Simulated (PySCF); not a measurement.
C2H8ClN, SMILES `Cl.CNC`.

Computed with PySCF, r2SCAN/def2-SVP, geometry: GFN2-xTB. GFN2-xTB bond lengths at metals and heavier atoms can be off by up to 0.1 Å and shapes distorted, which carries into these values.

Geometry (Å), atoms numbered from 1:

```
Cl1     -2.3502    0.0021   -0.0109
H2      -1.0694    0.0135   -0.0343
C3       1.3613    1.2051    0.0314
N4       2.1511    0.0021    0.0466
C5       1.3490   -1.2129    0.0313
H6       2.0322    2.0619    0.0267
H7       0.7622    1.2438    0.9422
H8       0.6869    1.2844   -0.8370
H9       2.7873   -0.0011   -0.7451
H10      0.7495   -1.2456    0.9420
H11      2.0112   -2.0764    0.0265
H12      0.6739   -1.2851   -0.8372
```

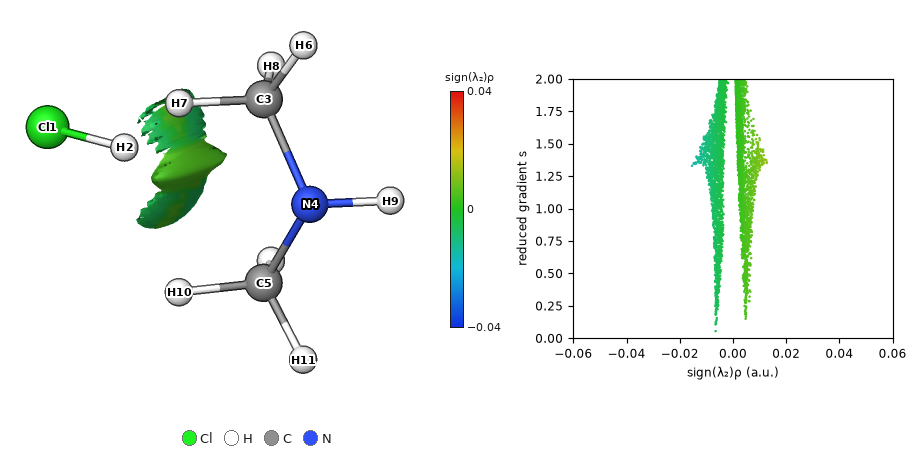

Non-covalent interaction surfaces between the fragments (reduced density gradient s = 0.5, coloured by sign(λ₂)ρ in a.u.; trimmed to the region between the fragments where ρ is under 0.06 a.u.). Fragment A: HCl (atoms 1–2); fragment B: H7C2N. The plot gives s against sign(λ₂)ρ for grid points between the fragments.

Which interactions hold the two fragments together?

Bond critical points between the fragments: H2···H8, H···H contact, 2.31 Å, ρ = 0.007 a.u.; H2···H12, H···H contact, 2.32 Å, ρ = 0.007 a.u. All are weak and appear green (van der Waals range). Several contacts close a ring, whose ring point adds a part with positive λ₂ between them. The pose is a local one from a semi-empirical search, not shown to be the most stable.

How strongly are they bound?

The counterpoise-corrected interaction energy of the frozen fragments is −0.6 kcal/mol without dispersion correction and −1.1 kcal/mol with D3(BJ). The pair geometry is semi-empirical, not a minimum at this level.

Run time: 55 s on 1 thread of Arm Neoverse V2, on a shared host, peak memory 0.46 GiB.
